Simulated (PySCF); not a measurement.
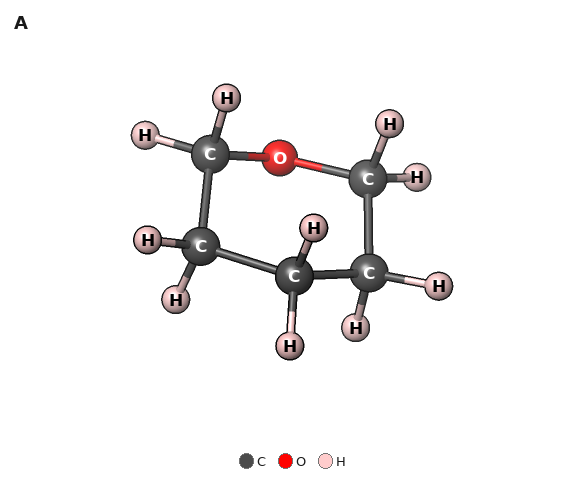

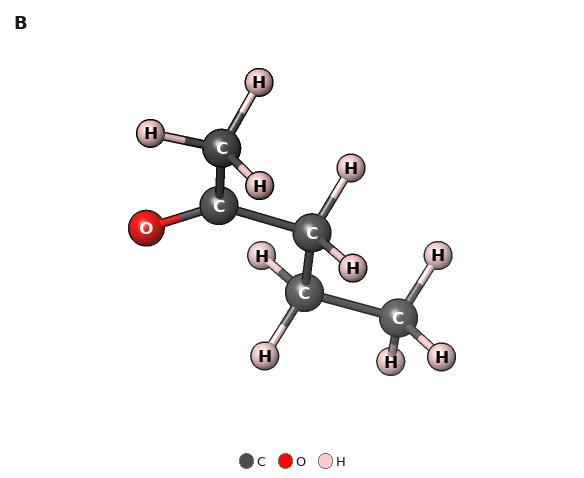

2 stationary structures of one formula. Geometries: PBE0-D3(BJ)/def2-SVP. Electronic energies: PBE0-D3(BJ)/def2-SVP (PySCF 2.14.0), without zero-point energy. No frequency run is at hand to confirm each as a minimum. Each is one conformer, not always the lowest.

Question: How are they related?

Answer: They are constitutional isomers of C5H10O: A `C1CCOCC1`, B `CCCC(C)=O`.

Question: Which structure is the most stable?

Answer: B is lowest; A lies 3.6 kcal/mol above it.
